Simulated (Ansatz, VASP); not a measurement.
**Cross-check of BiAs between VASP and Ansatz**

One calculation is typed for both programs; each brings its own data sets and cutoff. How far apart do they land? The cell is invented: As first built, before any earlier steps moved the atoms: it takes the GaAs structure with some of its atoms replaced by other elements, volume scaled by an estimate. It may not be a known or stable phase. The cell comes out of the VASP series on this material, whose earlier steps may have relaxed, scaled or displaced it; both programs get it as it stands.

Main program and level: Ansatz 0.2.0; plane waves, with VASP 6.6.1 beside it; band structure at r2SCAN.

## 1. Starting point

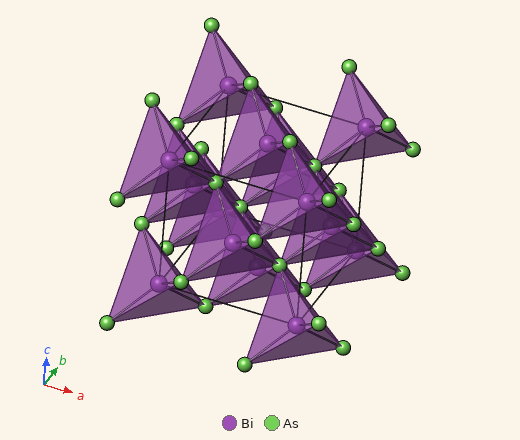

The starting structure, seen from a free direction (bismuth purple, arsenic green). This picture shows the conventional cell, with its axes. Some periodic images of atoms are drawn too.

Structure file:

```cif
data_structure
_symmetry_space_group_name_H-M 'F-43m'
_symmetry_Int_Tables_number 216
_cell_length_a 6.5628
_cell_length_b 6.5628
_cell_length_c 6.5628
_cell_angle_alpha 90.000
_cell_angle_beta 90.000
_cell_angle_gamma 90.000
_cell_volume 282.66
loop_
_atom_site_label
_atom_site_type_symbol
_atom_site_symmetry_multiplicity
_atom_site_Wyckoff_symbol
_atom_site_fract_x
_atom_site_fract_y
_atom_site_fract_z
_atom_site_occupancy
Bi1 Bi 4 a 0.00000 0.00000 0.00000 1
As1 As 4 d 0.25000 0.25000 0.75000 1
```

## 2. Ansatz: band structure, r2SCAN

Ansatz runs on its default PAW (the set named soft_2) files.

Levels along a path test the potential and the projectors away from the mesh points.

input.yaml reads:

```yaml
crystal:
  lattice:
    - [0.0, 3.2814000739, 3.2814000739]
    - [3.2814000739, 0.0, 3.2814000739]
    - [3.2814000739, 3.2814000739, 0.0]
  atoms:
    - { symbol: Bi, position: [0.0, 0.0, 0.0] }
    - { symbol: As, position: [0.25, 0.25, 0.25] }
hamiltonian:
  xc: r2scan
  pseudopotentials: { kind: paw }
kpoints:
  mp_grid: { grid: [7, 7, 7] }
  band_path:
    path:
      - [0.0, 0.0, 0.0]
      - [0.16667, 0.0, 0.16667]
      - [0.33333, 0.0, 0.33333]
      - [0.5, 0.0, 0.5]
      - [0.5, 0.08333, 0.58333]
      - [0.5, 0.18333, 0.68333]
      - [0.5, 0.25, 0.75]
      - [0.45, 0.3, 0.75]
      - [0.40833, 0.34167, 0.75]
      - [0.35, 0.35, 0.7]
      - [0.225, 0.225, 0.45]
      - [0.075, 0.075, 0.15]
      - [0.03333, 0.03333, 0.03333]
      - [0.23333, 0.23333, 0.23333]
      - [0.4, 0.4, 0.4]
      - [0.51667, 0.46667, 0.51667]
      - [0.55833, 0.38333, 0.55833]
      - [0.60833, 0.28333, 0.60833]
      - [0.60833, 0.25, 0.64167]
      - [0.55833, 0.25, 0.69167]
      - [0.51667, 0.25, 0.73333]
      - [0.5, 0.3, 0.7]
      - [0.5, 0.38333, 0.61667]
      - [0.5, 0.48333, 0.51667]
      - [0.475, 0.475, 0.55]
      - [0.425, 0.425, 0.65]
      - [0.38333, 0.38333, 0.73333]
      - [0.59167, 0.18333, 0.59167]
      - [0.55, 0.1, 0.55]
      - [0.5, 0.0, 0.5]
    npoints: 1
scf:
  occupations: { method: fermi_dirac, width: 0.05 }
  n_extra_bands: 7
output:
  forces: true
  stress: true
  eigenvalues: true
```

Command:

```console
> ansatz run input.yaml --threads 2 --pin off --max-ram 4608MiB --backend cpu --events-out ev --progress --plain --runs-dir out
```

Numbers of over 12 decimals in the logs are rounded to 6 here.

What it wrote:

```text
scf.n_extra_bands = 7 over 15 filled bands (N_el = 30.0): the run solves 22 bands
Engine: ansatz 0.2.0, aarch64-unknown-linux-gnu
Pseudopotentials: kind: paw
Pseudopotential: Bi, paw, valence charge 15, recommended cutoff 500 eV (meta_gga), Bi.paw.azcp
Pseudopotential: As, paw, valence charge 15, recommended cutoff 500 eV (meta_gga), As.paw.azcp
Functional definition: r2SCAN
  parameter k0 = 0.174
  parameter k1 = 0.065
  parameter a1 = 4.9479
  exchange = r2scan_x(k0 = k0, k1 = k1, a1 = a1)
  correlation = r2scan_c
Crystal: 2 atoms, lattice volume = 70.666 Å³
Basis set: ecut = 500 eV, 1807 PW (Γ), exchange–correlation on 144×144×144 points (64 copies of the dense FFT grid, shifted against one another)
Bands: 22, of which v1, the nominal top of the filled ones, is band 15 counted from 1 (14 counted from 0)
Symmetry: 24 space group operations
Space group: F-43m (ITA 216), of the structure as read, at distance tolerance 4.1e-5 Å
k-points: 20 of 343 (time reversal used)
Non-local potential: Bi, projectors of the file, l = 0: 2, l = 1: 2, l = 2: 2, l = 3: 2
Non-local potential: As, projectors of the file, l = 0: 2, l = 1: 2, l = 2: 3, l = 3: 1
PAW form: soft (Blöchl's): semilocal exchange-correlation on the pseudo side does not see the compensation charge
PAW frozen core: Bi, regenerated for the run's functional (the file was generated under x = pbe(κ = 0.804, μ = 0.219515), c = pbe(β = 0.066725))
PAW frozen core: As, regenerated for the run's functional (the file was generated under x = pbe(κ = 0.804, μ = 0.219515), c = pbe(β = 0.066725))
PAW one-centre angular grid: Bi, 590 points (default); XC on 160 Gauss nodes
PAW one-centre angular grid: As, 590 points (default); XC on 160 Gauss nodes
Initial density: superposition of atomic densities (neutral atoms: chi_scale 0, normalization atom), corrected by the library's trained network
Initial wavefunctions: pseudopotential atomic-orbital guess
Functional: x = r2scan, c = r2scan; τ floored in thin density (d = 2e-4 eV/Å³)
SCF iter   1: F=—  HF=-17275.083189 eV  |F-HF|=—  |Δ(HF+E_count)|=         —  Δρ=4.49e-3  dr2=2.91e-2  dr2_τ=2.16e-3  ethr=1.77e-3  ⟨swp⟩=6.3  Hψ=2341  notcnv=0  defer=2
preconditioner: auto → none  [insulator: Δε(μ)=0.234 eV  Ē_g=11.659 eV  σ=0.050 eV  W_gap=0.59  n_scr=14 (ndim 8)  ℏωp=14.0 eV  f_vac=0.119  D(μ)=1.00/eV (n_scr^D=0)  ε∞_Penn≈2.4]
SCF iter   2: F=—  HF=-17275.080308 eV  |F-HF|=—  |Δ(HF+E_count)|=   2.88e-3  Δρ=2.14e-3  dr2=4.99e-3  dr2_τ=3.40e-4  ethr=9.68e-5  ⟨swp⟩=2.3  Hψ=1012  notcnv=0  defer=33
preconditioner: auto → LDOS  [insulator: Δε(μ)=0.190 eV  Ē_g=11.610 eV  σ=0.050 eV  W_gap=0.57  n_scr=14 (ndim 8)  ℏωp=14.0 eV  f_vac=0.126  D(μ)=1.12/eV (n_scr^D=8)  ε∞_Penn≈2.4  β→1.0]
SCF iter   3: F=—  HF=-17275.079085 eV  |F-HF|=—  |Δ(HF+E_count)|=   1.22e-3  Δρ=5.78e-4  dr2=2.17e-4  dr2_τ=4.52e-6  ethr=1.66e-5  ⟨swp⟩=3.0  Hψ=808  notcnv=0  defer=33
SCF iter   4: F=—  HF=-17275.079161 eV  |F-HF|=—  |Δ(HF+E_count)|=   7.56e-5  Δρ=1.70e-4  dr2=1.73e-5  dr2_τ=3.27e-7  ethr=7.25e-7  ⟨swp⟩=2.1  Hψ=552  notcnv=0  defer=33
SCF iter   5: F=—  HF=-17275.079185 eV  |F-HF|=—  |Δ(HF+E_count)|=   2.44e-5  Δρ=2.88e-5  dr2=4.96e-7  dr2_τ=1.82e-8  ethr=5.77e-8  ⟨swp⟩=2.0  Hψ=709  notcnv=0  defer=33
SCF iter   6: F=-17275.079186 eV  HF=-17275.079186 eV  |F-HF|=3.71e-9  |Δ(HF+E_count)|=   1.04e-6  Δρ=7.08e-6  dr2=4.98e-8  dr2_τ=1.02e-9  ethr=3.33e-10  ⟨swp⟩=10.5  Hψ=2371  notcnv=0
SCF 1 converged in 6 iterations: F = -17275.079186 eV  dr2 = 4.98e-8
  greatest PAW one-centre occupation: 0.999 electrons in one spin orbital (limit 2), on the As atom at site 1 (counted from 0), in its partial waves of l = 2
NSCF: frozen V_eff on 30 k-points
SCF converged after 6 iterations
Free energy (F): -17275.079186 eV
Harris-Foulkes:  -17275.079186 eV  (|F-HF|=3.71e-9)
Internal energy: -17275.070688 eV  (E = F + TS)
E sigma→0 (E₀):  -17275.074937 eV
Entropy (-TS):   -0.008498 eV (-4.249 meV/atom)
Fermi energy:    7.330189 eV
--- Per-component energies (eV) ---
  E_band       = -444.405658
  E_kinetic    = 403.451989
  E_local      = -3879.581634  (includes V_loc(G=0)·N_el)
  E_nonlocal   = -109.058305
  E_hartree    = 1719.745370
  E_xc         = -214.915668
  E_vxc        = -240.999060  (∫ρ·V_xc dr)
  E_paw        = -12534.778262  (= ΣΔE_a)
  E_vpaw       = -73.255714  (= ΣTr[D̂ρ^β])
  E_aug_tail   = -0.000275  (compensation charges beyond the density's cutoff)
  E_vtau       = 15.546905  (kinetic-family band-sum trace: ∫τ·v_τ [+ j·A + Jᵃ·Aᵃ] dr)
  E_ewald      = -2659.352042
  E_core_change = -0.581861  (= ΣΔE_core)
  E_smearing   = -0.008498  (= −TS)
  E_closure    = 0.000000  (closes the sum)
  Σ components = -17275.079186   (vs F -17275.079186, Δ=0.00e0)
--- Forces (eV/Å), atoms counted from 1 ---
  atom   1  Bi    -0.00000000     0.00000000    -0.00000000
  atom   2  As     0.00000000     0.00000000    -0.00000000
  max |Σ_I F_I| component: 1.06e-15 eV/Å
--- Stress (GPa, compression-positive) ---
        2.111981       0.000000      -0.000000
        0.000000       2.111981       0.000000
       -0.000000       0.000000       2.111981
  P = ⅓ Tr σ = 2.1120 GPa (21.120 kbar)
--- Band table (eV; the first three rows and the last of 20) ---
  k-point 0: bands = [... 11 lower, 0.3906, 5.3827, 5.3827, 5.3827, 8.1604, 8.1604, 8.1604, 11.4951, ... 3 higher]
  k-point 1: bands = [... 11 lower, -0.1739, 5.1409, 5.1409, 5.2627, 8.5045, 8.5045, 8.5134, 12.3712, ... 3 higher]
  k-point 2: bands = [... 11 lower, -1.3601, 4.7324, 4.7324, 4.8754, 9.0666, 9.0666, 9.8199, 13.2842, ... 3 higher]
  k-point 19: bands = [... 11 lower, -3.5844, 2.8250, 3.4296, 7.3096, 8.8447, 10.2023, 11.0843, 13.3591, ... 3 higher]
```

Elapsed: 8 s, on 2 threads of Arm Neoverse V1, shared host; peak memory 0.54 GiB; 15 s of CPU time.

## 3. VASP: band structure, r2SCAN

The same cell, functional, mesh and smearing now go to VASP, with its own data sets and cutoff.

Lines of VASP's logs that name or quote its potential files are left out, and so is its time.

INCAR reads:

```
SYSTEM = BiAs
PREC = Accurate
ENCUT = 400
EDIFF = 1E-06
NELM = 100
ISMEAR = -1
SIGMA = 0.05
LREAL = .FALSE.
ALGO = Normal
METAGGA = R2SCAN
LASPH = .TRUE.
NBANDS = 22
LORBIT = 11
LWAVE = .FALSE.
LCHARG = .FALSE.
```

POSCAR reads:

```
BiAs
1.0
    0.0000000000      3.2814000739      3.2814000739
    3.2814000739      0.0000000000      3.2814000739
    3.2814000739      3.2814000739      0.0000000000
Bi As
1 1
Direct
    0.0000000000      0.0000000000      0.0000000000
    0.2500000000      0.2500000000      0.2500000000
```

KPOINTS reads:

```
Automatic mesh
0
Gamma
7 7 7
0 0 0
```

KPOINTS_OPT reads:

```
Line mode
16
Line-mode
Reciprocal
  0.00000000   0.00000000   0.00000000 GAMMA
  0.50000000   0.00000000   0.50000000 X

  0.50000000   0.00000000   0.50000000 X
  0.50000000   0.25000000   0.75000000 W

  0.50000000   0.25000000   0.75000000 W
  0.37500000   0.37500000   0.75000000 K

  0.37500000   0.37500000   0.75000000 K
  0.00000000   0.00000000   0.00000000 GAMMA

  0.00000000   0.00000000   0.00000000 GAMMA
  0.50000000   0.50000000   0.50000000 L

  0.50000000   0.50000000   0.50000000 L
  0.62500000   0.25000000   0.62500000 U

  0.62500000   0.25000000   0.62500000 U
  0.50000000   0.25000000   0.75000000 W

  0.50000000   0.25000000   0.75000000 W
  0.50000000   0.50000000   0.50000000 L

  0.50000000   0.50000000   0.50000000 L
  0.37500000   0.37500000   0.75000000 K

  0.62500000   0.25000000   0.62500000 U
  0.50000000   0.00000000   0.50000000 X
```

Potentials, in the order of the species: Bi_d and As (PBE family, release 64).

Command:

```console
> mpirun -np 1 vasp_std
```

What it wrote:

```text
[banner, memory and clock lines left out]
running    1 mpi-ranks, on    1 nodes
 distrk:  each k-point on    1 cores,    1 groups
 distr:  one band on    1 cores,    1 groups

 POSCAR found type information on POSCAR BiAs
 POSCAR found :  2 types and       2 ions
|                                                                             |
|               ----> ADVICE to this user running VASP <----                  |
|                                                                             |
|     You enforced a specific xc type in the INCAR file but a different       |
|     [... a line on the potential file left out ...]
|     I HOPE YOU KNOW WHAT YOU ARE DOING!                                     |
|                                                                             |

 LDA part: xc-table for (None), standard interpolation
 POSCAR, INCAR and KPOINTS ok, starting setup
 FFT: planning ... GRIDC
 FFT: planning ... GRID_SOFT
 FFT: planning ... GRID
 WAVECAR not read
 entering main loop
       N       E                     dE             d eps       ncg     rms          rms(c)
DAV:   1     0.888579751957E+02    0.88858E+02   -0.82657E+03   880   0.744E+02
DAV:   2    -0.639620413951E+02   -0.15282E+03   -0.14681E+03   930   0.251E+02
DAV:   3    -0.768615533092E+02   -0.12900E+02   -0.12807E+02  1090   0.769E+01
DAV:   4    -0.772059705910E+02   -0.34442E+00   -0.34428E+00  1036   0.139E+01
DAV:   5    -0.772218176304E+02   -0.15847E-01   -0.15846E-01  1274   0.270E+00    0.267E+00
DAV:   6    -0.726496226090E+02    0.45722E+01   -0.12436E+00  1018   0.125E+01    0.165E+00
DAV:   7    -0.726496646162E+02   -0.42007E-04   -0.14109E-01  1042   0.204E+00    0.838E-01
DAV:   8    -0.726516815532E+02   -0.20169E-02   -0.11657E-02  1074   0.878E-01    0.381E-01
DAV:   9    -0.726529344004E+02   -0.12528E-02   -0.37576E-03  1024   0.346E-01    0.105E-01
DAV:  10    -0.726527579543E+02    0.17645E-03   -0.59600E-04  1146   0.226E-01    0.336E-02
DAV:  11    -0.726527970981E+02   -0.39144E-04   -0.14782E-04  1062   0.855E-02    0.233E-02
DAV:  12    -0.726527987106E+02   -0.16125E-05   -0.36861E-05  1184   0.638E-02    0.459E-03
DAV:  13    -0.726527961521E+02    0.25585E-05   -0.49812E-06  1086   0.245E-02    0.131E-03
DAV:  14    -0.726527963496E+02   -0.19755E-06   -0.34178E-07   632   0.309E-03
   1 F= -.72652796E+02 E0= -.72648539E+02  d E =-.851541E-02
 Start KPOINTS_OPT (optional k-point list driver)
k-point batch [1-20\160]
       N       E                     dE             ncg
DAV:   1    -0.963680435003E+03   -0.73899E+04      880
DAV:   2    -0.408323076429E+04   -0.31196E+04      958
DAV:   3    -0.434246675250E+04   -0.25924E+03     1020
DAV:   4    -0.434930240232E+04   -0.68356E+01     1050
DAV:   5    -0.434959862827E+04   -0.29623E+00     1308
DAV:   6    -0.434960509157E+04   -0.64633E-02     1152
DAV:   7    -0.434960521245E+04   -0.12088E-03     1320
DAV:   8    -0.434960521382E+04   -0.13631E-05      866
DAV:   9    -0.434960521396E+04   -0.13981E-06      764
[...]
k-point batch [141-160\160]
       N       E                     dE             ncg
DAV:   1    -0.131073591508E+04   -0.12412E+05      888
DAV:   2    -0.417542434950E+04   -0.28647E+04      916
DAV:   3    -0.441786470574E+04   -0.24244E+03     1146
DAV:   4    -0.442408001562E+04   -0.62153E+01     1054
DAV:   5    -0.442435824434E+04   -0.27823E+00     1310
DAV:   6    -0.442436252781E+04   -0.42835E-02     1094
DAV:   7    -0.442436266306E+04   -0.13526E-03     1350
DAV:   8    -0.442436266439E+04   -0.13265E-05      854
DAV:   9    -0.442436266448E+04   -0.93028E-07      752
```

Parts of OUTCAR (step 3):

```text
ion  position               nearest neighbor table
   1  0.000  0.000  0.000-   2 2.84   2 2.84   2 2.84   2 2.84
   2  0.250  0.250  0.250-   1 2.84   1 2.84   1 2.84   1 2.84

  LATTYP: Found a face centered cubic cell.
 ALAT       =     6.5628001478

 Subroutine GETGRP returns: Found 24 space group operations
 (whereof 24 operations were pure point group operations)

The static configuration has the point symmetry T_d .

 Found     20 irreducible k-points:

   k-points           NKPTS =     20   k-points in BZ     NKDIM =     20   number of bands    NBANDS=     22

   dimension x,y,z NGX =    30 NGY =   30 NGZ =   30
   dimension x,y,z NGXF=    60 NGYF=   60 NGZF=   60

   ENCUT  =  400.0 eV  29.40 Ry    5.42 a.u.   7.57  7.57  7.57*2*pi/ulx,y,z

   NELECT =      20.0000    total number of electrons

 k-points in reciprocal lattice and weights: Automatic mesh
   0.00000000  0.00000000  0.00000000       0.003
   0.14285714  0.00000000  0.00000000       0.023
   0.28571429  0.00000000  0.00000000       0.023
   0.42857143  0.00000000  0.00000000       0.023
   0.14285714  0.14285714  0.00000000       0.017
   0.28571429  0.14285714  0.00000000       0.070
   0.42857143  0.14285714  0.00000000       0.070
  -0.42857143  0.14285714  0.00000000       0.070
  -0.28571429  0.14285714  0.00000000       0.070
[...]
-0.42857143  0.42857143  0.14285714       0.070
  -0.28571429  0.42857143  0.14285714       0.070

 average (electrostatic) potential at core
       1-113.8855       2 -55.1969

 E-fermi :   4.0241

 k-point     1 :       0.0000    0.0000    0.0000
  band No.  band energies     occupation
    ...
      6      -9.9546      2.00000
      7      -2.9353      2.00000
      8       2.0811      2.00000
      9       2.0811      2.00000
     10       2.0811      2.00000
     11       4.8553      0.00000
     12       4.8553      0.00000
     13       4.8553      0.00000
     14       8.1854      0.00000
     15      11.9153      0.00000
    ...

 k-point     2 :       0.1429    0.0000    0.0000
  band No.  band energies     occupation
    ...
      6      -9.7883      2.00000
      7      -3.4978      2.00000
      8       1.8390      2.00000
      9       1.8390      2.00000
     10       1.9584      2.00000
     11       5.1995      0.00000
     12       5.1995      0.00000
     13       5.2080      0.00000
     14       9.0624      0.00000
     15      11.1670      0.00000
    ...

 k-point     3 :       0.2857    0.0000    0.0000
  band No.  band energies     occupation
    ...
      6      -9.3301      2.00000
      7      -4.6808      2.00000
      8       1.4301      2.00000
      9       1.4301      2.00000
     10       1.5681      2.00000
     11       5.7616      0.00000
     12       5.7616      0.00000
     13       6.5136      0.00000
     14       9.9801      0.00000
     15      11.0433      0.00000
    ...

  Total        0.9184236      0.9184236      0.9184236      0.0000000      0.0000000      0.0000000
  in kB       20.8231338     20.8231338     20.8231338      0.0000000      0.0000000      0.0000000
  external PRESSURE =      20.8231338 kB  Pullay stress =       0.0000000 kB

  energy-cutoff  :      400.00
  volume of cell :       70.67
      direct lattice vectors                 reciprocal lattice vectors
     0.000000000  3.281400074  3.281400074    -0.152373983  0.152373983  0.152373983
     3.281400074  0.000000000  3.281400074     0.152373983 -0.152373983  0.152373983
     3.281400074  3.281400074  0.000000000     0.152373983  0.152373983 -0.152373983

 POSITION                                       TOTAL-FORCE (eV/Angst)
 -----------------------------------------------------------------------------------
      0.00000      0.00000      0.00000        -0.000000     -0.000000     -0.000000
      1.64070      1.64070      1.64070         0.000000      0.000000      0.000000
 -----------------------------------------------------------------------------------
    total drift:                                0.000001      0.000001      0.000001

  FREE ENERGIE OF THE ION-ELECTRON SYSTEM (eV)
  ---------------------------------------------------
  free  energy   TOTEN  =       -72.6527963496 eV

  energy  without entropy=      -72.6442809401  energy(sigma->0) =      -72.64853864

 total charge
# of ion       s       p       d       tot
------------------------------------------
    1        1.550   1.244   9.919  12.713
    2        1.293   1.445   0.023   2.761
--------------------------------------------------
tot          2.843   2.689   9.941  15.473

[... 3 further parts left out ...]
```

The run ends at a pressure of 2.08 GPa.

## 4. Differences

Known differences besides the PAW data sets themselves: VASP keeps PBE cores, Ansatz makes them for the functional; the data sets hold 30 valence electrons in Ansatz (default PAW (the set named soft_2) files) and 20 in VASP; the cutoff is 500 eV in Ansatz and 400 eV in VASP. Total energies have different zeros and are not compared.

Compared:

```csv
quantity,Ansatz,VASP,difference
pressure (GPa),2.11,2.08,+0.03
```

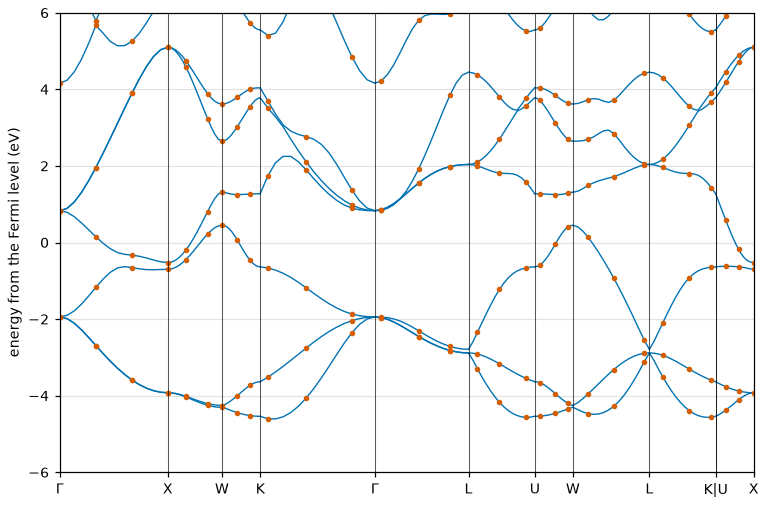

Bands from VASP (lines) and levels from Ansatz (dots). Dots without a line are higher empty bands that the VASP plot leaves out.

Levels from 3 eV below to 2 eV above the Fermi level differ by 2 meV r.m.s. and 5 meV at most; each VASP level is matched to the nearest of Ansatz, which flatters the figure a little. Ansatz's pressure holds a Pulay correction of 0.02 GPa; VASP's holds none.

## 5. Results

| Property | Result |
| --- | --- |
| r.m.s. difference of levels near the Fermi level (band structure, r2SCAN) | 2.1 meV |

**Reading.** The r.m.s. difference of levels near the Fermi level is 2.1 meV (band structure, r2SCAN), within the 80 meV picked in this series as the mark of a large difference. Differences of this kind measure data sets and numerical settings, not the functional's error against experiment.

[Lines on the potential files, build, host, timing and source positions are cut from VASP's logs without a mark.]

[Logs are printed without paths, hosts, clocks, repeated set-up lines and the standing remarks that a program may print on its own settings, such as how far it seeks lower states.]

[Hosts, paths, dates, database ids (printed as entryN), source tags and the programs' standing remarks are cut or masked in the printed files.]
